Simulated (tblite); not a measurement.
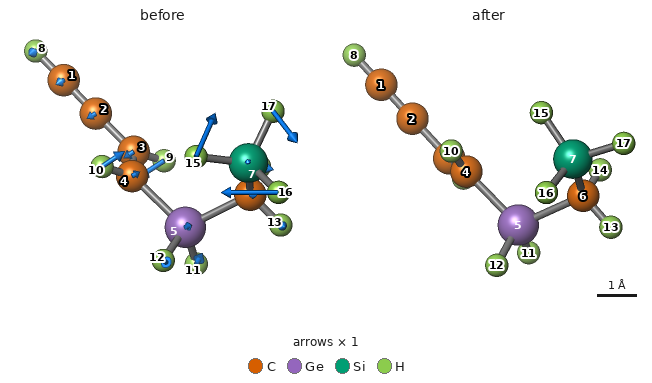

The structure of C5H10GeSi before (left) and after (right) a relaxation, at one scale. The blue arrows give the displacements, at their true length.

The picture is a ball-and-stick view, seen from a free direction.

All numbers below come from GFN2-xTB geometry optimisation, gas phase (tblite 0.8.0). 

> Describe what moved and what it gained.

Over 130 geometry steps the energy falls by 29.8 kJ/mol. The largest move after the best rigid fit is that of H16, 1.50 Å. Largest moves by element: H 1.50 Å, C 0.33 Å, Ge 0.24 Å, Si 0.13 Å. Near-neighbour distances that change, for instance: C6–Si7 1.843 → 1.898 Å, Ge5–H12 1.552 → 1.508 Å, C6–H14 1.132 → 1.090 Å, Ge5–C6 1.936 → 1.975 Å. Among the angles between lasting bonds that change: C3–C4–Ge5 118.2° → 123.5°, C6–Si7–H15 114.7° → 109.6°, C4–Ge5–H11 113.0° → 108.5°. Groups turn about C6–Si7 by about 50°, C4–Ge5 by about 35°.
